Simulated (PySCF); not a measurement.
Input file:

```
{"job": {"kind": "uv", "xc": "B3LYP", "basis": "def2-SVPD", "nstates": 8, "ntriplets": 3}, "charge": 0, "multiplicity": 1}
C     -1.006985    -0.021355     0.042934
Al     0.964547     0.029719    -0.048057
Br     2.103857     1.981104    -0.128849
Br     2.190709    -1.869623    -0.077521
H     -1.441191     0.982574     0.086419
H     -1.362025    -0.570115     0.921693
H     -1.445577    -0.527401    -0.823696
```

Command:

```sh
OMP_NUM_THREADS=1 python probes_run.py task.json out
```

Geometry: GFN2-xTB.

These are results of B3LYP/def2-SVPD, SCF density, gas phase in PySCF 2.14.0, not measurements.

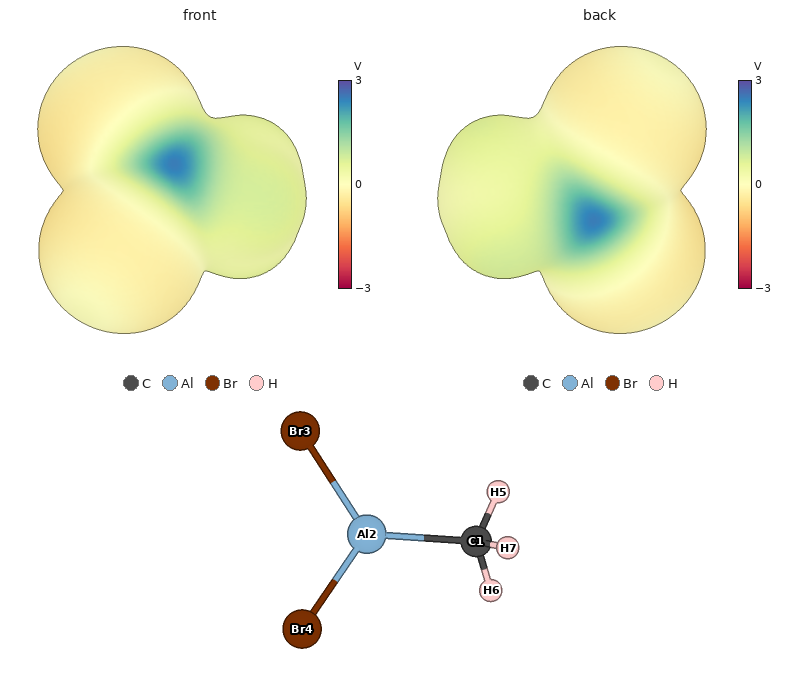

CH3AlBr2. The molecular electrostatic potential painted on the density surface at 0.001 e/bohr³, seen from the front and from behind; red is negative and blue positive. The bare structure is drawn below in the same view.

Describe the electrostatic potential map.

Answer. The most negative region (about −0.5 V) lies over Br3 and Br4, the most positive (about +2.4 V) over Al2.
